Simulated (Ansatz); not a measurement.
**BH3 (triplet): correlated methods under varied settings at scale of all distances = 0.886**

Aim: run BH3 (triplet) at one geometry under a spread of methods and options, and see what each costs and gives.

Computed with Ansatz 0.2.0, Gaussian basis. Level: the settings change from run to run.

8 further runs of the same task are left out: 5 that didn't finish, 3 set aside as unsound or not needed.

### Step 1. The system

The geometry derives from a PBE0/def2-TZVP stationary point (not a proven minimum). All distances are scaled together.

4 atoms, charge 0, spin multiplicity 3.

Atoms are counted from 1 here; the program's logs count them from 0.

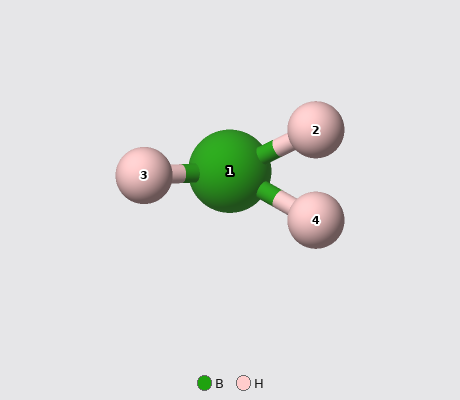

The structure; boron green, hydrogen pink; atoms are numbered from 1 in the order of the file.

### Step 2. CASCI(6,5)/cc-pVDZ

Contents of in.yaml:

```yaml
crystal:
  periodic: [false, false, false]
  atoms:
    - {symbol: B, position_ang: [-0.101790, 0.000008, 0.078900]}
    - {symbol: H, position_ang: [0.275921, 0.477631, -0.878812]}
    - {symbol: H, position_ang: [0.540010, -0.000042, 0.911359]}
    - {symbol: H, position_ang: [0.275848, -0.477672, -0.878813]}
basis:
  gaussian: {orbitals: cc-pVDZ}
magnetization: {spin_polarized: false, initial_magnetization: 2}
correlation: {active_space: {window: {electrons: 6, orbitals: 5}, fixed_orbitals: true, states: [{multiplicity: 3, weights: [0.5, 0.5, 0.5]}, {multiplicity: 5, weights: [1]}]}}
```

Launch:

```
ansatz run in.yaml --threads 1 --pin off --events-out ev --progress --plain --max-ram 2393MiB
```

The program printed:

```text
Functional definition: HF
  name "HF"
  cite "Fock, Z. Phys. 61, 126 (1930) doi:10.1007/BF01340294"
  parent pbe
  exchange = exact_x
  correlation = 0
529 factors; integrals over basis functions are off by at most 2.2e-7 eV
mean field evaluation 1: about -712.8608 eV, gradient 1.1e1 eV
mean field evaluation 2: about -712.8613 eV, gradient 1.1e1 eV
mean field evaluation 4: about -713.6955 eV, gradient 5.4e-1 eV
mean field evaluation 8: about -713.6983 eV, gradient 7.0e-6 eV
mean field -713.69826350 eV, -26.2279274217 hartree, gradient 8.9e-7 eV, S^2 2.000000; 0 other end points of the search recorded, 0 dependent functions left out
reference -713.69826350 eV, -26.2279274217 hartree; 5, 3 occupied and 24, 26 virtual orbitals, 529 factors
state -713.73902170 eV, -26.2294252580 hartree
state -706.65491044 eV, -25.9690889706 hartree
state -704.92041220 eV, -25.9053473360 hartree
state -700.24162065 eV, -25.7334049181 hartree
Total energy: -705.15951713 eV, -25.9141342801 hartree
```

Wall time 0.12 s (1 thread of Arm Neoverse V2, shared host).

From the report: 48 determinants; active occupations (of the averaged states) 1.99, 1.40, 1.20, 0.81, 0.60.

### Step 3. MP2 on ROHF/def2-SVPD

Contents of in.yaml:

```yaml
crystal:
  periodic: [false, false, false]
  atoms:
    - {symbol: B, position_ang: [-0.101790, 0.000008, 0.078900]}
    - {symbol: H, position_ang: [0.275921, 0.477631, -0.878812]}
    - {symbol: H, position_ang: [0.540010, -0.000042, 0.911359]}
    - {symbol: H, position_ang: [0.275848, -0.477672, -0.878813]}
basis:
  gaussian: {orbitals: def2-SVPD}
magnetization: {spin_polarized: false, initial_magnetization: 2}
correlation: {method: mp2, electrons: valence}
accuracy: high
```

The command is unchanged.

The program printed:

```text
Functional definition: HF
  name "HF"
  cite "Fock, Z. Phys. 61, 126 (1930) doi:10.1007/BF01340294"
  parent pbe
  exchange = exact_x
  correlation = 0
855 factors; integrals over basis functions are off by at most 3.0e-9 eV
mean field evaluation 1: about -712.3691 eV, gradient 1.1e1 eV
mean field evaluation 2: about -712.3709 eV, gradient 1.1e1 eV
mean field evaluation 4: about -713.2110 eV, gradient 6.0e-1 eV
mean field evaluation 8: about -713.2144 eV, gradient 2.1e-4 eV
mean field -713.21437149 eV, -26.2101447182 hartree, gradient 1.9e-8 eV, S^2 2.000000; 0 other end points of the search recorded, 0 dependent functions left out
mean field evaluation 16: about -713.1806 eV, gradient 2.9e0 eV
1 core orbitals not correlated: weight in the atoms' cores, before any rotation towards them, 1.000 or more for the frozen orbitals, at most 0.000 for the correlated occupied ones
reference -713.21437149 eV, -26.2101447182 hartree; 4, 2 occupied and 39, 41 virtual orbitals, 855 factors
second order -2.42503633 eV of doubles, -0.05055947 eV of singles
Total energy: -715.68996729 eV, -26.3011211858 hartree
```

Wall time 0.33 s (1 thread of Arm Neoverse V2, shared host).

### Step 4. CASCI(6,4)/6-31G*

in.yaml: that of step 3 with these lines changed.

```diff
@@ -8,5 +8,4 @@
 basis:
-  gaussian: {orbitals: def2-SVPD}
+  gaussian: {orbitals: "6-31G*", point_charges: [{charge: 1.00, position_ang: [5.307, -0.156, -0.540]}]}
 magnetization: {spin_polarized: false, initial_magnetization: 2}
-correlation: {method: mp2, electrons: valence}
-accuracy: high
+correlation: {active_space: {window: {electrons: 6, orbitals: 4}, fixed_orbitals: true}}
```

Launched as before.

The program printed:

```text
Functional definition: HF
  name "HF"
  cite "Fock, Z. Phys. 61, 126 (1930) doi:10.1007/BF01340294"
  parent pbe
  exchange = exact_x
  correlation = 0
235 factors; integrals over basis functions are off by at most 4.3e-4 eV
mean field evaluation 1: about -712.6480 eV, gradient 1.2e1 eV
mean field evaluation 2: about -712.6504 eV, gradient 1.2e1 eV
mean field evaluation 4: about -713.4894 eV, gradient 4.4e-1 eV
mean field evaluation 8: about -713.4910 eV, gradient 3.2e-4 eV
mean field -713.49099039 eV, -26.2203102753 hartree, gradient 2.2e-6 eV, S^2 2.000000; 0 other end points of the search recorded, 0 dependent functions left out
reference -713.49099039 eV, -26.2203102753 hartree; 5, 3 occupied and 16, 18 virtual orbitals, 235 factors
state -713.49099039 eV, -26.2203102754 hartree
Total energy: -713.49099039 eV, -26.2203102754 hartree
```

It took 0.06 s on 1 thread of Arm Neoverse V2, shared host.

From the report: 16 determinants; active occupations 2.00, 2.00, 1.00, 1.00. With so small a space the active step adds no correlation: the energy is the mean field's.

### Step 5. MRCISD+Q(relaxed)(2,4)/6-31G*

Contents of in.yaml:

```yaml
crystal:
  periodic: [false, false, false]
  atoms:
    - {symbol: B, position_ang: [-0.101790, 0.000008, 0.078900]}
    - {symbol: H, position_ang: [0.275921, 0.477631, -0.878812]}
    - {symbol: H, position_ang: [0.540010, -0.000042, 0.911359]}
    - {symbol: H, position_ang: [0.275848, -0.477672, -0.878813]}
basis:
  gaussian: {orbitals: "6-31G*"}
magnetization: {spin_polarized: false, initial_magnetization: 2}
correlation: {method: fic_mrcisd_q_relaxed, electrons: outside_noble_gas, active_space: {window: {electrons: 2, orbitals: 4}}}
accuracy: high
```

Launched as before.

The program printed (excerpt; [...] marks lines left out):

```text
Functional definition: HF
  name "HF"
  cite "Fock, Z. Phys. 61, 126 (1930) doi:10.1007/BF01340294"
  parent pbe
[...]
417 factors; integrals over basis functions are off by at most 2.3e-9 eV
[...]
mean field -713.55739719 eV, -26.2227506803 hartree, gradient 1.3e-8 eV, S^2 2.000000; 0 other end points of the search recorded, 0 dependent functions left out
reference -713.55739719 eV, -26.2227506803 hartree; 5, 3 occupied and 16, 18 virtual orbitals, 417 factors
state -713.63145503 eV, -26.2254722557 hartree
contracted CI cycle   1: correlation 0.00000000 eV, 0.0000000000 hartree, residual 1.23e1 eV
contracted CI cycle   2: correlation -2.16204465 eV, -0.0794536754 hartree, residual 2.09e0 eV
contracted CI cycle   3: correlation -2.23524860 eV, -0.0821438710 hartree, residual 6.21e-1 eV
contracted CI cycle   4: correlation -2.24208192 eV, -0.0823949907 hartree, residual 1.95e-1 eV
contracted CI cycle   5: correlation -2.24285605 eV, -0.0824234397 hartree, residual 5.42e-2 eV
contracted CI cycle   6: correlation -2.24291879 eV, -0.0824257454 hartree, residual 1.70e-2 eV
contracted CI cycle   7: correlation -2.24292481 eV, -0.0824259665 hartree, residual 5.31e-3 eV
contracted CI cycle   8: correlation -2.24292537 eV, -0.0824259870 hartree, residual 1.38e-3 eV
contracted CI cycle   9: correlation -2.24292540 eV, -0.0824259883 hartree, residual 3.40e-4 eV
contracted CI cycle  10: correlation -2.24292541 eV, -0.0824259884 hartree, residual 8.22e-5 eV
contracted CI cycle  11: correlation -2.24292541 eV, -0.0824259884 hartree, residual 2.03e-5 eV
contracted CI cycle  12: correlation -2.24292541 eV, -0.0824259884 hartree, residual 5.29e-6 eV
state -713.63145503 eV, -26.2254722557 hartree; corrected -715.96470747 eV, -26.3112177013 hartree
Total energy: -715.96470747 eV, -26.3112177013 hartree
```

Wall time 0.48 s (1 thread of Arm Neoverse V2, shared host).

From the report: 8 determinants; active occupations 1.00, 1.00, 0.00, 0.00.

### Step 6. MRCISD+Q(relaxed)(6,4)/cc-pVDZ

in.yaml: that of step 5 with these lines changed.

```diff
@@ -8,5 +8,5 @@
 basis:
-  gaussian: {orbitals: "6-31G*"}
+  gaussian: {orbitals: cc-pVDZ}
 magnetization: {spin_polarized: false, initial_magnetization: 2}
-correlation: {method: fic_mrcisd_q_relaxed, electrons: outside_noble_gas, active_space: {window: {electrons: 2, orbitals: 4}}}
+correlation: {method: fic_mrcisd_q_relaxed, electrons: all, active_space: {window: {electrons: 6, orbitals: 4}}}
 accuracy: high
```

Same command.

The program printed (excerpt; [...] marks lines left out):

```text
Functional definition: HF
  name "HF"
  cite "Fock, Z. Phys. 61, 126 (1930) doi:10.1007/BF01340294"
  parent pbe
[...]
604 factors; integrals over basis functions are off by at most 3.0e-9 eV
[...]
mean field -713.69826354 eV, -26.2279274229 hartree, gradient 1.1e-8 eV, S^2 2.000000; 0 other end points of the search recorded, 0 dependent functions left out
reference -713.69826354 eV, -26.2279274229 hartree; 5, 3 occupied and 24, 26 virtual orbitals, 604 factors
state -713.69826354 eV, -26.2279274229 hartree
contracted CI cycle   1: correlation 0.00000000 eV, 0.0000000000 hartree, residual 1.46e1 eV
contracted CI cycle   2: correlation -2.79176663 eV, -0.1025955313 hartree, residual 2.45e0 eV
contracted CI cycle   3: correlation -2.86667126 eV, -0.1053482258 hartree, residual 5.47e-1 eV
contracted CI cycle   4: correlation -2.87042359 eV, -0.1054861213 hartree, residual 1.19e-1 eV
contracted CI cycle   5: correlation -2.87067108 eV, -0.1054952163 hartree, residual 3.53e-2 eV
contracted CI cycle   6: correlation -2.87069043 eV, -0.1054959276 hartree, residual 9.68e-3 eV
contracted CI cycle   7: correlation -2.87069189 eV, -0.1054959813 hartree, residual 2.65e-3 eV
contracted CI cycle   8: correlation -2.87069202 eV, -0.1054959857 hartree, residual 7.38e-4 eV
contracted CI cycle   9: correlation -2.87069202 eV, -0.1054959860 hartree, residual 1.97e-4 eV
contracted CI cycle  10: correlation -2.87069202 eV, -0.1054959860 hartree, residual 4.89e-5 eV
contracted CI cycle  11: correlation -2.87069202 eV, -0.1054959860 hartree, residual 1.12e-5 eV
contracted CI cycle  12: correlation -2.87069202 eV, -0.1054959860 hartree, residual 2.40e-6 eV
state -713.69826354 eV, -26.2279274229 hartree; corrected -716.71117876 eV, -26.3386500150 hartree
Total energy: -716.71117876 eV, -26.3386500150 hartree
```

Run time: 0.48 s. Hardware: 1 thread of Arm Neoverse V2, shared host.

From the report: 6 determinants; active occupations 2.00, 2.00, 1.00, 1.00.

### Step 7. CCSDT(Q) on ROHF/def2-mTZVP

in.yaml: that of step 6 with these lines changed.

```diff
@@ -8,5 +8,5 @@
 basis:
-  gaussian: {orbitals: cc-pVDZ}
+  gaussian: {orbitals: def2-mTZVP}
 magnetization: {spin_polarized: false, initial_magnetization: 2}
-correlation: {method: fic_mrcisd_q_relaxed, electrons: all, active_space: {window: {electrons: 6, orbitals: 4}}}
-accuracy: high
+correlation: {method: ccsdt_q, electrons: all}
+scf: {omitted_lower_state_checks: [cluster_reference]}
```

Same command.

The program printed (excerpt; [...] marks lines left out):

```text
Functional definition: HF
  name "HF"
  cite "Fock, Z. Phys. 61, 126 (1930) doi:10.1007/BF01340294"
  parent pbe
[...]
482 factors; integrals over basis functions are off by at most 2.6e-7 eV
[...]
mean field -713.79120796 eV, -26.2313430674 hartree, gradient 1.0e-6 eV, S^2 2.000000; 0 other end points of the search recorded, 0 dependent functions left out
reference -713.79120796 eV, -26.2313430674 hartree; 5, 3 occupied and 23, 25 virtual orbitals, 482 factors
second order -2.33305736 eV of doubles, -0.03173425 eV of singles
cycle   1  -2.73261744 eV  change   -3.7e-1 eV  update   4.3e-2
[...]
cycle  12  -2.91444969 eV  change    2.1e-7 eV  update   3.6e-7
perturbative correction -0.00025808 eV, -0.0000094842 hartree
Total energy: -716.70591573 eV, -26.3384566024 hartree
Checks for a lower state left out: cluster_reference
```

Run time: 4 s. Hardware: 1 thread of Arm Neoverse V2, shared host.

From the report: correlation -2.9147 eV; T1 0.012; largest double amplitude 0.03.

### Step 8. The runs in one table

```
                                      level         correlated  functions  energy (eV)    time
CASCI(6,5)/cc-pVDZ (mean of several states)                            29    -705.1595  0.12 s
                      MP2 on ROHF/def2-SVPD            valence         44    -715.6900  0.33 s
  CASCI(6,4)/6-31G* (beside a point charge)                            21    -713.4910  0.06 s
              MRCISD+Q(relaxed)(2,4)/6-31G*  outside noble gas         21    -715.9647  0.48 s
             MRCISD+Q(relaxed)(6,4)/cc-pVDZ                all         29    -716.7112  0.48 s
                CCSDT(Q) on ROHF/def2-mTZVP                all         28    -716.7059     4 s
```

### Step 9. Summary of results

| quantity | value |
| --- | --- |
| runs | 6 |
| quickest | CASCI(6,4)/6-31G* (beside a point charge), 0.06 s |
| slowest | CCSDT(Q) on ROHF/def2-mTZVP, 4 s |

**Reading.** Total energies in different bases, with other cores or another treatment of relativity can't be set against each other. CCSDT(Q) on ROHF/def2-mTZVP took 67 times as long as CASCI(6,4)/6-31G* (beside a point charge); the jobs differ in more than the method.
